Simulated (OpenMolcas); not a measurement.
**Cr²⁺ complex: multiconfigurational calculation (part 2 of 2)**

Continued. System: Cr²⁺ with 6 ligands (F; octahedron, 2.278 Å), embedded in NaF by model potentials and point charges, whose field is part of the energies. Method: state-averaged CASSCF, active space 4 electrons in the shell 3d, basis ANO-RCC-VDZP on the metal and ANO-RCC-VDZP on the ligands, DKH2 scalar Hamiltonian, spin-orbit coupling by RASSI with atomic mean-field integrals (OpenMolcas).

## Output (extracts), continued
```
--- RASSI ---
SPIN-FREE ENERGIES:
  (Shifted by EMIN (a.u.) =      -1649.6473386550)

 SF State       Relative EMIN(au)   Rel lowest level(eV)    D:o, cm**(-1)

     1             0.0000000000        0.0000000000              0.0000
     2             0.0000000000        0.0000000000              0.0000
     3             0.0287834903        0.7832386711           6317.2459
     4             0.0287834903        0.7832386711           6317.2459
     5             0.0287834903        0.7832386711           6317.2459
     6             0.0689542682        1.8763412262          15133.7126
     7             0.0689542682        1.8763412262          15133.7126
     8             0.0689542682        1.8763412262          15133.7126
     9             0.0896253798        2.4388308264          19670.4972
    10             0.0896253798        2.4388308264          19670.4972
    11             0.0937047892        2.5498372120          20565.8241
    12             0.0937047892        2.5498372120          20565.8241
    13             0.0937047892        2.5498372120          20565.8241
    14             0.0962861321        2.6200791296          21132.3633
    15             0.0962861321        2.6200791296          21132.3633
    16             0.0962861321        2.6200791296          21132.3633
    17             0.1039204732        2.8278201339          22807.9075
    18             0.1086301597        2.9559772324          23841.5642
    51             0.1130343956        3.0758225984          24808.1823
    52             0.1130343956        3.0758225984          24808.1823
    53             0.1130343956        3.0758225984          24808.1823
    54             0.1159734548        3.1557984717          25453.2312
    55             0.1159734548        3.1557984717          25453.2312
    19             0.1184364823        3.2228208647          25993.8033
    20             0.1184364823        3.2228208647          25993.8033
    21             0.1184364823        3.2228208647          25993.8033
    22             0.1214055177        3.3036124359          26645.4313
    23             0.1214055177        3.3036124359          26645.4313
    24             0.1233428587        3.3563301676          27070.6284
    25             0.1233428587        3.3563301676          27070.6284
    26             0.1233428593        3.3563301851          27070.6286
    27             0.1296895595        3.5290326950          28463.5683
    28             0.1296895595        3.5290326950          28463.5683
    29             0.1296895600        3.5290327086          28463.5684
    56             0.1319960166        3.5917945902          28969.7771
    57             0.1335688997        3.6345949201          29314.9850
    58             0.1349062907        3.6709871841          29608.5084
    59             0.1349062907        3.6709871841          29608.5084
    60             0.1349062907        3.6709871841          29608.5084
    61             0.1405547476        3.8246895269          30848.2014
Eigenvalues of complex Hamiltonian:
   -----------------------------------
  (Shifted by EMIN (a.u.) =      -1649.6473386550)

 SO State       Relative EMIN(au)   Rel lowest level(eV)    D:o, cm**(-1)

     1            -0.0001318415        0.0000000000              0.0000
     2            -0.0001029260        0.0007868294              6.3462
     3            -0.0001029260        0.0007868294              6.3462
     4            -0.0001029260        0.0007868294              6.3462
     5            -0.0000740843        0.0015716512             12.6762
     6            -0.0000740843        0.0015716512             12.6762
     7            -0.0000482621        0.0022743107             18.3436
     8            -0.0000482621        0.0022743107             18.3436
     9            -0.0000482621        0.0022743107             18.3436
    10            -0.0000223639        0.0029790364             24.0275
    11             0.0281988135        0.7709163956           6217.8601
    12             0.0281988135        0.7709163956           6217.8601
    13             0.0281988135        0.7709163956           6217.8601
    14             0.0282136988        0.7713214433           6221.1270
    15             0.0282136988        0.7713214433           6221.1270
    16             0.0282136988        0.7713214433           6221.1270
    17             0.0282327014        0.7718385302           6225.2976
    18             0.0290362644        0.7937045959           6401.6593
    19             0.0290362644        0.7937045959           6401.6593
    20             0.0290362644        0.7937045959           6401.6593
    21             0.0290452526        0.7939491772           6403.6320
    22             0.0290452526        0.7939491772           6403.6320
    23             0.0295740067        0.8083373086           6519.6801
    24             0.0295740067        0.8083373086           6519.6801
    25             0.0295740067        0.8083373086           6519.6801
    26             0.0682945180        1.8619760966          15017.8500
    27             0.0686451961        1.8715185344          15094.8150
    28             0.0686451961        1.8715185345          15094.8150
    29             0.0686451961        1.8715185346          15094.8150
    30             0.0691334838        1.8848055188          15201.9817
    31             0.0691334838        1.8848055185          15201.9817
    32             0.0691334838        1.8848055184          15201.9817
    33             0.0691637943        1.8856303098          15208.6341
    34             0.0691637943        1.8856303094          15208.6341
    35             0.0895458266        2.4402536631          19681.9731
    36             0.0895458266        2.4402536632          19681.9731
    37             0.0895458266        2.4402536632          19681.9731
    38             0.0895625994        2.4407100756          19685.6544
    39             0.0895625994        2.4407100755          19685.6544
    40             0.0895625994        2.4407100756          19685.6544
    41             0.0920959101        2.5096449694          20241.6518
Weights of the five most important spin-orbit-free states for each spin-orbit state.

 SO State  Total energy (au)           Spin-free states, spin, and weights
 -------------------------------------------------------------------------------------------------------
    1        -0.000132       1 2.0  0.4984    2 2.0  0.4984    4 2.0  0.0008    3 2.0  0.0008    5 2.0  0.0008
    2        -0.000103       2 2.0  0.8145    1 2.0  0.1832    5 2.0  0.0016    6 1.0  0.0002    7 1.0  0.0002
    3        -0.000103       2 2.0  0.5826    1 2.0  0.4150    3 2.0  0.0014    4 2.0  0.0003    8 1.0  0.0002
    4        -0.000103       1 2.0  0.8983    2 2.0  0.0993    4 2.0  0.0014    3 2.0  0.0003    8 1.0  0.0002
    5        -0.000074       1 2.0  0.4992    2 2.0  0.4992    4 2.0  0.0006    3 2.0  0.0005    6 1.0  0.0001
    6        -0.000074       2 2.0  0.4992    1 2.0  0.4992    5 2.0  0.0007    3 2.0  0.0003    8 1.0  0.0001
    7        -0.000048       2 2.0  0.7733    1 2.0  0.2258    5 2.0  0.0003    3 2.0  0.0002    4 2.0  0.0001
    8        -0.000048       2 2.0  0.5420    1 2.0  0.4572    5 2.0  0.0003    4 2.0  0.0002    3 2.0  0.0001
    9        -0.000048       1 2.0  0.8157    2 2.0  0.1834    4 2.0  0.0003    3 2.0  0.0003    6 1.0  0.0001
   10        -0.000022       1 2.0  0.4999    2 2.0  0.4999   38 1.0  0.0000   39 1.0  0.0000   40 1.0  0.0000
   11         0.028199       5 2.0  0.6030    3 2.0  0.1982    4 2.0  0.1982    1 2.0  0.0002   12 1.0  0.0001
   12         0.028199       4 2.0  0.4567    3 2.0  0.3445    5 2.0  0.1982    2 2.0  0.0002   13 1.0  0.0001
```

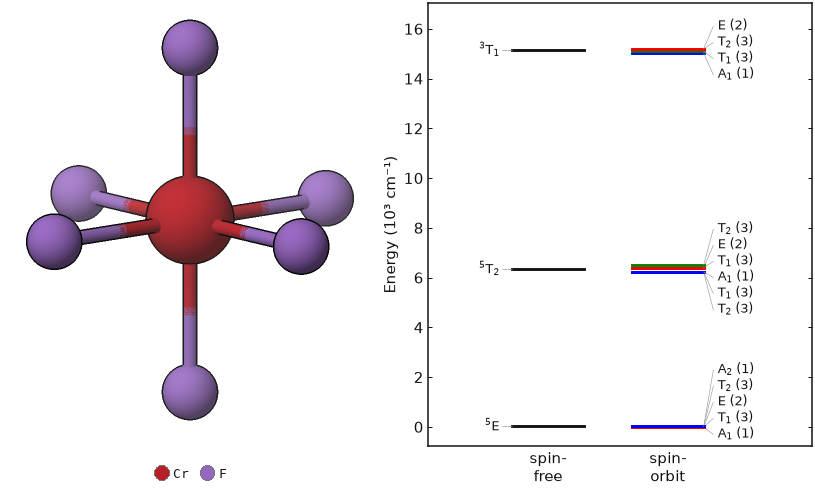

Cr²⁺ (3d⁴) as a dopant in NaF, a cluster with its 6 nearest F⁻ at 2.278 Å (octahedron) embedded in model potentials and point charges; the geometry was set, not optimised, and its levels. Labels give the representation in O, Td, D4 or D3 as the site allows (double group for half-integer spin) where it could be assigned and, in brackets, the degeneracy; spin-free states, where drawn, share the zero of the spin-orbit levels. The ground level is A₁, non-degenerate, 100 % from states of spin multiplicity 5. The next level lies at 6.3 cm⁻¹ (T₁). The lowest spin-free state is ⁵E, from the free-ion D term; of the same spin there follows at 6,320 cm⁻¹ (⁵T₂) above it. The active orbitals hold 95 to 99 % metal character (Löwdin), and the Mulliken charge of the metal is +1.61.

## The input
```
&GATEWAY
Basis set
Cr.ANO-RCC-VDZP.
Cr1 0.0 0.0 0.0 Angstrom
End of basis
Basis set
F.ANO-RCC-VDZP.
L1 2.278000 0.000000 0.000000 Angstrom
L2 0.000000 2.278000 0.000000 Angstrom
L3 0.000000 0.000000 2.278000 Angstrom
End of basis
Basis set
Na.EMB-AIMP.Seijo.6s3p.1s1p.ECP.NaF.
PseudoCharge
* 3 symmetry-unique lattice sites within 7.6 angstrom
End of basis
Basis set
Na.EMB-AIMP.Seijo.0s.0s.ECP.NaF.
PseudoCharge
* 36 symmetry-unique lattice sites within 7.6 angstrom
End of basis
Basis set
F.EMB-AIMP.Seijo.0s.0s.ECP.NaF.
PseudoCharge
* 31 symmetry-unique lattice sites within 7.6 angstrom
End of basis
Symmetry
XYZ
AngMom=0.0 0.0 0.0
AMFI
RICD
XField
1025 Angstrom 0
* Evjen-weighted lattice charges
&SEWARD
&RASSCF
FileOrb=start.orb
Symmetry=1
Spin=5
nActEl=4 0 0
Inactive=18 21
Ras2=5 0
CIRoot=5 5 1
SDav=5
CIMx=300
Iter=150 100
PrWF=0.3
OrbListing=Nothing
MaxOrb=0
LevShft=1.0
>>> COPY $Project.JobIph JOB001
&RASSCF
FileOrb=start.orb
Symmetry=1
Spin=3
nActEl=4 0 0
Inactive=18 21
Ras2=5 0
CIRoot=45 45 1
SDav=45
CIMx=300
Iter=150 100
PrWF=0.3
OrbListing=Nothing
MaxOrb=0
LevShft=1.0
>>> COPY $Project.JobIph JOB002
&RASSCF
FileOrb=start.orb
Symmetry=1
Spin=1
nActEl=4 0 0
Inactive=18 21
Ras2=5 0
CIRoot=50 50 1
SDav=50
CIMx=300
Iter=150 100
PrWF=0.3
OrbListing=Nothing
MaxOrb=0
LevShft=1.0
>>> COPY $Project.JobIph JOB003
&RASSI
NrOfJobIphs=3 5 45 50
1 2 3 4 5
1 2 3 4 5 6 7 8 9 10 11 12 13 14 15 16 17 18 19 20 21 22 23 24 25 26 27
28 29 30 31 32 33 34 35 36 37 38 39 40 41 42 43 44 45
1 2 3 4 5 6 7 8 9 10 11 12 13 14 15 16 17 18 19 20 21 22 23 24 25 26 27
28 29 30 31 32 33 34 35 36 37 38 39 40 41 42 43 44 45 46 47 48 49 50
IphNames
JOB001
JOB002
JOB003
EJob
SpinOrbit
DIPRint=1.0
SOCoupling=1000.0
Subsets=2
Property=9
'ANGMOM' 1 'ANGMOM' 2 'ANGMOM' 3 'MLTPL  1' 1 'MLTPL  1' 2 'MLTPL  1' 3
'AMFI' 1 'AMFI' 2 'AMFI' 3
SOProperty=3
'ANGMOM' 1 'ANGMOM' 2 'ANGMOM' 3
```

The file start.orb holds starting orbitals from an earlier step. A driver script formed the levels outside the program, from RASSI's spin-orbit matrix and the active-space energies, averaged over the components of each term or state.

Run as:
```bash
OMP_NUM_THREADS=1 MOLCAS_MEM=2457 MOLCAS_PROJECT=a pymolcas a.inp > a.log  # once for each step of the input, in one work folder
```

## Key numbers

| quantity | value |
| --- | --- |
| outcome | converged |
| energy of the lowest spin-free term | −1649.64734 hartree |
| energy of the lowest spin-orbit level | −1649.64747 hartree |
| largest spread among components of a term | 0.0 cm⁻¹ |
| hardware | 1 thread of Arm Neoverse V1, 24 GiB of memory available, shared host |
| wall time | 44 s |
| peak memory | 0.18 GiB |

## Notes

Without dynamic correlation the splittings between terms come out too large, often by 20 to 50 %. Limits: orbital doublet at a regular site, Jahn-Teller distortion not allowed for; small active space favours high spin, ground spin may be wrong; the geometry is set by hand, with no relaxation.
